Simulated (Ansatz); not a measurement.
**C₂H₅FO₂Si: up Jacob's ladder to CCSD(T)**

How much do the methods differ for C₂H₅FO₂Si? The plan is to run it at one geometry with functionals of several rungs and with coupled cluster. The yardstick is the atomisation energy at the CCSD(T) limit.

Computed with Ansatz 0.2.0, Gaussian basis. Level: functionals in def2-TZVPP, the program's frozen cores in correlated methods.

Plan: PBE-D4, r2SCAN-D4, PBE0-D4, B3LYP-D4, ωB97X-V, ωB97M-V, B2PLYP; CCSD(T)/def2-TZVPP; MP2/def2-QZVPP; extrapolation to the limit.

## 1. The relaxed structure

The geometry comes from an earlier relaxation with PBE0-D4 in a triple-zeta def2 set; it is a stationary point, not always the lowest conformer.

SMILES `O=C[SiH](O)CF`, 11 atoms, charge 0, spin multiplicity 1.

Atoms are counted from 1 here; the program's logs count them from 0.

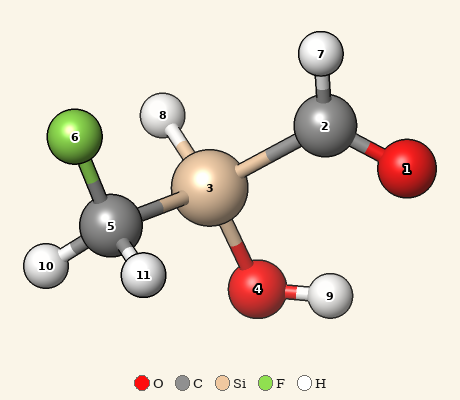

The geometry (oxygen red, carbon grey, silicon light orange, fluorine green, hydrogen white); atoms are numbered from 1 in the order of the file.

## 2. PBE-D4 (GGA)

Input file in.yaml:

```yaml
crystal:
  periodic: [false, false, false]
  atoms:
    - {symbol: O, position_ang: [-2.248720, -0.949461, -0.549261]}
    - {symbol: C, position_ang: [-1.453191, -0.790170, 0.350134]}
    - {symbol: Si, position_ang: [0.380729, -0.502356, -0.151444]}
    - {symbol: O, position_ang: [0.361537, -0.578903, -1.786132]}
    - {symbol: C, position_ang: [0.943718, 1.204587, 0.433816]}
    - {symbol: F, position_ang: [0.909644, 1.220461, 1.827695]}
    - {symbol: H, position_ang: [-1.811457, -0.808311, 1.402855]}
    - {symbol: H, position_ang: [1.252713, -1.538497, 0.457112]}
    - {symbol: H, position_ang: [-0.522028, -0.746506, -2.135643]}
    - {symbol: H, position_ang: [1.964035, 1.433153, 0.109422]}
    - {symbol: H, position_ang: [0.288318, 1.998902, 0.062245]}
basis:
  gaussian: {orbitals: def2-TZVPP}
hamiltonian: {xc: pbe, dispersion: d4}
output: {forces: true, orbitals: {seedname: orbitals}}
```

The run is started by

```
ansatz run in.yaml --threads 4 --pin off --events-out ev --progress --plain --max-ram 10444MiB
```

After this run come: r2SCAN-D4 (meta-GGA); PBE0-D4 (hybrid); B3LYP-D4 (hybrid); ωB97X-V (range-separated); ωB97M-V (range-separated); B2PLYP (double hybrid); CCSD(T) in def2-TZVPP; MP2 in def2-QZVPP.

**Question.** What will the summary of the whole plan be? Wanted: atomisation energy, CCSD(T)/CBS; farthest; mean size of error, hybrid; mean size of error, range-separated; gap, smallest and largest; T1 diagnostic; triples share of the correlation energy.

The runs gave:

```
                               quantity                                           value
        atomisation energy, CCSD(T)/CBS                                       44.491 eV
    functionals within 0.222 eV (0.5 %)  r2SCAN-D4, PBE0-D4, B3LYP-D4, ωB97X-V, ωB97M-V
                               farthest                              PBE-D4 (+1.113 eV)
             mean size of error, hybrid                                        0.183 eV
    mean size of error, range-separated                                        0.077 eV
              gap, smallest and largest            2.84 eV (PBE-D4), 10.27 eV (ωB97X-V)
                          T1 diagnostic                                          0.0138
triples share of the correlation energy                                           3.7 %
```

What this shows: PBE-D4 misses by +1.113 eV. Double hybrids carry the basis error of their MP2 part in triple zeta, and no dispersion term here, so their miss is partly the set-up's. Misses under about 0.222 eV are within the doubt on the reference itself, which lacks core-valence correlation, relativity and higher excitations. Hartree-Fock recovers 70 % of the binding; the rest is correlation. The gap grows from 2.8 to 10.3 eV across the functionals, mostly with the share of exact exchange.
